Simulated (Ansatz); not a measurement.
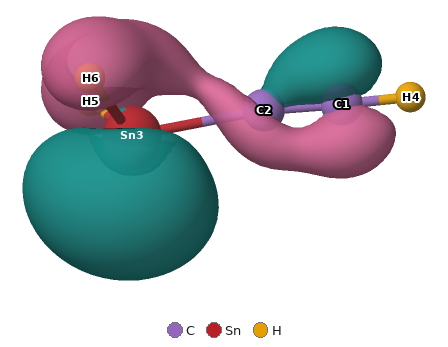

C2H3Sn (doublet). One frontier orbital at ±0.1 Å⁻³ᐟ² (teal and pink are the two phases), seen from one side.

Core potentials replace the inner electrons of Sn.

The calculation used Ansatz 0.2.0, UKS PBE/def2-SVP.

```xyz
6

C    -0.3963   -1.8594   -0.1730
C     0.0792   -0.7406    0.0320
Sn    0.6895    1.2609    0.2852
H    -0.7897   -2.8542   -0.3423
H     2.1680    1.4621   -0.6135
H     0.9566    1.5026    1.9895
```

### Which orbital is it: HOMO (α) or LUMO (α)?

The HOMO (α), at −5.20 eV. By Hirshfeld shares it lies mainly on Sn3 (about 70 %), C1 (about 10 %), H6 (about 5 %), H5 (about 5 %) and C2 (about 5 %).
